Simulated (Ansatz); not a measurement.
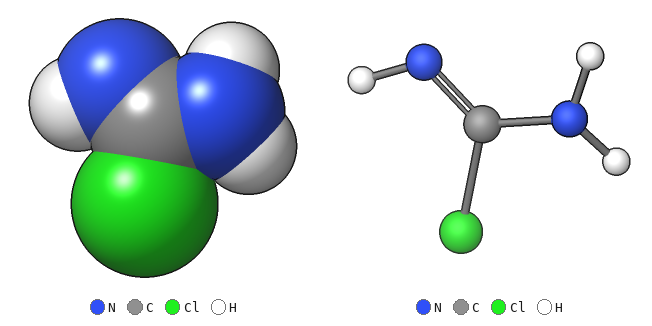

Both panels show the same species.

Which formula does it have?

CH₃ClN₂, 7 atoms: 1 carbon, 3 hydrogen, 1 chlorine and 2 nitrogen.

Write the SMILES.

[H]/N=C(/N)Cl

The parts below concern this one geometry. Atoms keep their numbers from picture to picture. The geometry was computed by an optimisation with PBE0-D4/def2-TZVP.

Geometry

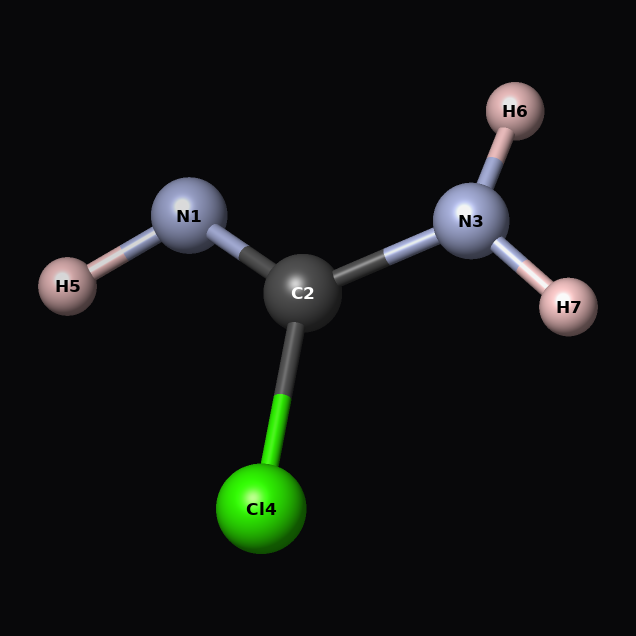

Numbered structure.

List the bonds and their lengths.

```
  bond  length (Å)   order
 N1–C2       1.253  double
 N1–H5       1.011  single
 C2–N3       1.356  single
C2–Cl4       1.771  single
 N3–H6       1.006  single
 N3–H7       1.003  single
```

Thermal motion

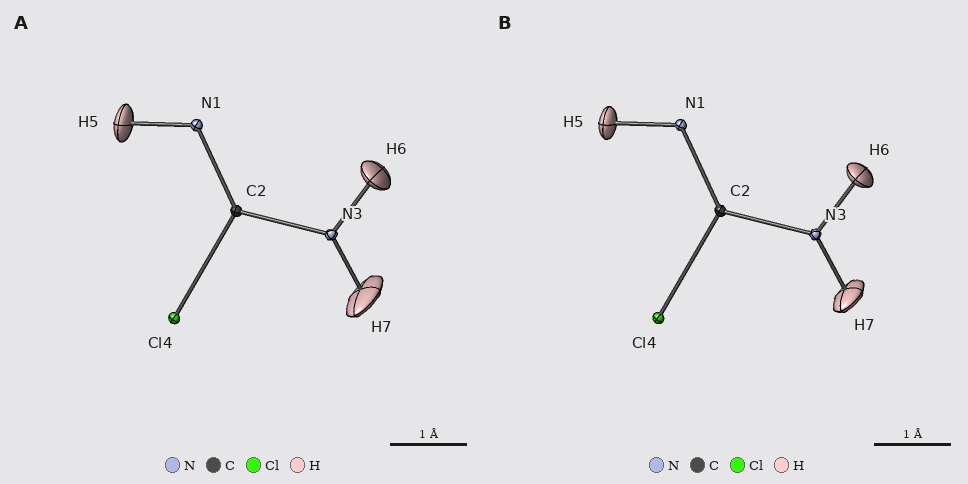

Displacement ellipsoids at the 50 % level, from the internal vibrations of the free molecule (harmonic, no overall translation or rotation; no half-axis is drawn under 0.075 Å). Vibrations computed with RKS PBE0-D4/def2-TZVP (Ansatz 0.2.0). One panel is for 298 K, the other for 600 K.

Which panel is for 600 K?

A.

How much does the mean-square displacement of H7 grow, and why?

U_eq goes from 0.0277 to 0.0444 Å², a factor of 1.6. Modes below kT (417 cm⁻¹ at 600 K) grow about in proportion to T, and the lowest lies at 338 cm⁻¹; the mean-square amplitude of a mode is its zero-point value times coth(ħω/2kT), which comes close to 1 only above about 3kT.

Levels of theory compared

Program: Ansatz 0.2.0.

Tabulate dipole (D) at these levels: B3LYP-D4/def2-TZVPP; PBE-D4/def2-TZVPP; PBE0-D4/def2-TZVP; r2SCAN-D4/def2-TZVPP; ωB97M-V/def2-TZVPP.

```json
{"level": "B3LYP-D4/def2-TZVPP", "dipole (D)": "1.88"}
{"level": "PBE-D4/def2-TZVPP", "dipole (D)": "1.87"}
{"level": "PBE0-D4/def2-TZVP", "dipole (D)": "1.89"}
{"level": "r2SCAN-D4/def2-TZVPP", "dipole (D)": "1.91"}
{"level": "ωB97M-V/def2-TZVPP", "dipole (D)": "1.87"}
```

Vibrations

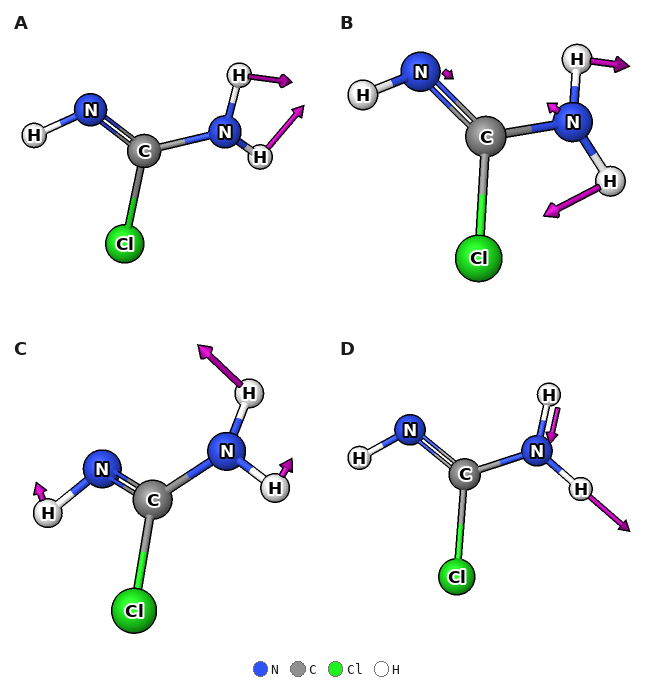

4 normal modes of one molecule or complex, as arrows. Harmonic vibrations computed with RKS PBE0-D4/def2-TZVP (Ansatz 0.2.0) at a stationary point of the same level.

Match the panels to the wavenumbers 445 cm⁻¹, 1137 cm⁻¹, 1615 cm⁻¹, 3750 cm⁻¹.

A: 1615 cm⁻¹, H–N–H bending
B: 1137 cm⁻¹
C: 445 cm⁻¹
D: 3750 cm⁻¹, out-of-phase stretching of 2 N–H bonds
